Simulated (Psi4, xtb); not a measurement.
Approach curve of the dimer CO ··· COS (SMILES [C-]#[O+] and O=C=S). Monomers: optimised at B3LYP-D3(BJ) (def2-TZVP), held rigid. Orientation: a higher rigid-body minimum at GFN2-xTB. Only R, the distance of the centres of mass, is varied, so the lowest point isn't the relaxed dimer.

Geometry at R = 3.49 Å (first 2 atoms: monomer A):
```
5

C      0.5625     0.0000     0.0000
O     -0.5625     0.0000     0.0000
O     -3.8390    -0.6655     0.3994
C     -3.2585    -1.5049    -0.1425
S     -2.4737    -2.6398    -0.8751
```

Computed with: PBE-D3(BJ)/def2-TZVP, counterpoise-corrected (Psi4); SAPT0/jun-cc-pVDZ, frozen core (Psi4); GFN1-xTB (xtb); SCS-MP2/aug-cc-pVTZ = DF-SCS-MP2/aug-cc-pVTZ, frozen core, counterpoise-corrected run with Psi4; BLYP/def2-TZVP, counterpoise-corrected (Psi4).

Interaction energies in kcal/mol (negative: bound); R is the distance of the centres of mass, d the O2···C4 distance.

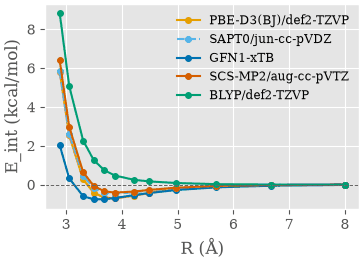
Fig. 1. Interaction energy against separation.

```tsv
R / Å	d / Å	PBE-D3(BJ)/def2-TZVP	SAPT0/jun-cc-pVDZ	GFN1-xTB	SCS-MP2/aug-cc-pVTZ	BLYP/def2-TZVP
2.88	2.48	5.80	5.84	2.03	6.40	8.83
3.05	2.65	2.54	2.63	0.32	2.98	5.08
3.30	2.90	0.27	0.45	-0.60	0.64	2.27
3.49	3.09	-0.42	-0.18	-0.76	-0.07	1.26
3.68	3.28	-0.67	-0.42	-0.76	-0.34	0.74
3.87	3.47	-0.71	-0.47	-0.69	-0.42	0.47
4.22	3.82	-0.57	-0.39	-0.54	-0.36	0.24
4.49	4.09	-0.43	-0.30	-0.43	-0.27	0.16
4.96	4.56	-0.24	-0.18	-0.28	-0.16	0.08
5.69	5.29	-0.09	-0.08	-0.14	-0.07	0.02
6.67	6.26	-0.03	-0.03	-0.06	-0.02	0.00
8.00	7.59	-0.01	-0.01	-0.02	-0.01	0.00
```

Lowest grid point: PBE-D3(BJ)/def2-TZVP -0.71 kcal/mol at R = 3.87 Å; SAPT0/jun-cc-pVDZ -0.47 kcal/mol at R = 3.87 Å; GFN1-xTB -0.76 kcal/mol at R = 3.49 Å; SCS-MP2/aug-cc-pVTZ -0.42 kcal/mol at R = 3.87 Å; BLYP/def2-TZVP 0.00 kcal/mol at R = 8.00 Å.
